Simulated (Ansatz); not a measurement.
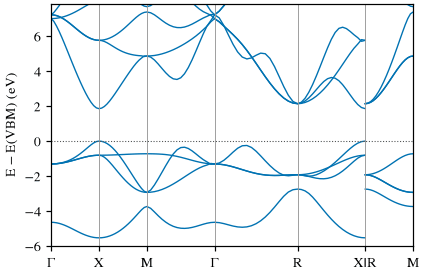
Band structure from DFT-PBE+D3(BJ) in the program Ansatz with PAW potentials

### Question
Read off the gap and where the band edges lie.

### Answer
About 1.9 eV (1.86 eV by a search for the band edges); maximum at X, minimum at X.

The material is TlBr (CsCl type, Pm-3m).

Symmetry was held in the PBE+D3(BJ) relaxation; phonons on a q-mesh show no instability. Spin–orbit coupling is left out wherever it is not named.

Potentials: the later of the program's two PAW sets.
